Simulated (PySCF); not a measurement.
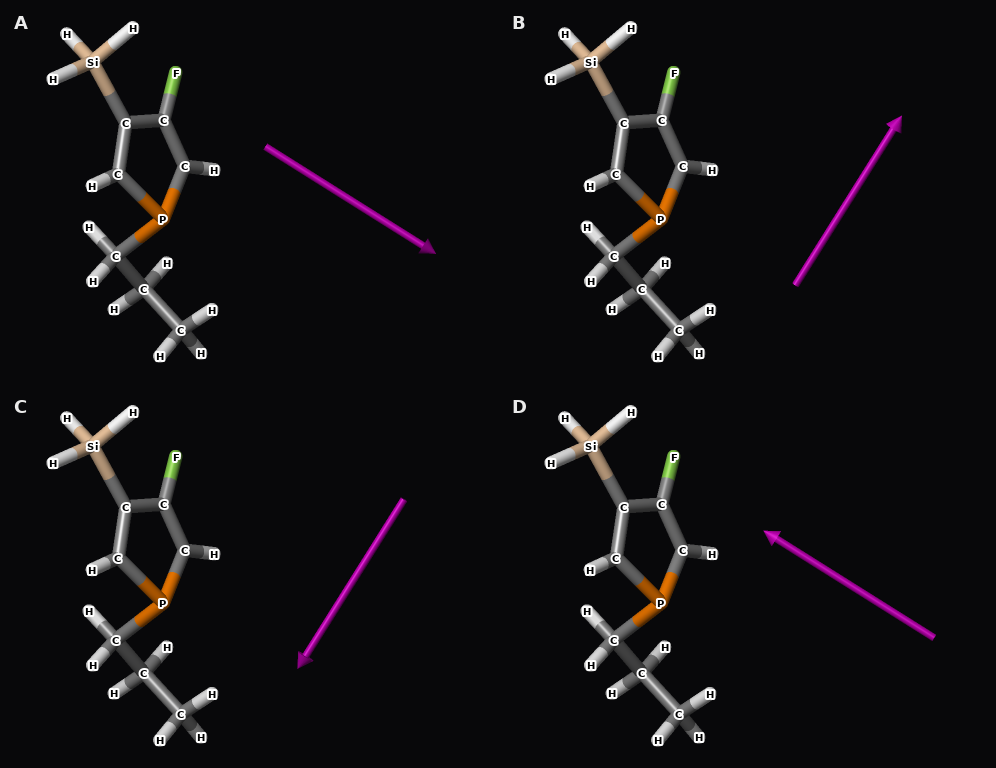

The same molecule four times, each with an arrow. The computed structure is the end point of a GFN2-xTB optimisation. No frequency run is at hand to confirm it as a minimum. Properties computed with PBE0/pcSseg-1, gas phase (PySCF 2.14.0).

Question: Which arrow points along the dipole moment, from the negative to the positive end?

Answer: C. The dipole moment is 2.22 D.

The geometry is semi-empirical. Around P, Si such bond lengths and angles can be off by a tenth of an ångström or more and by several degrees, and values that hang on the shape move with them.
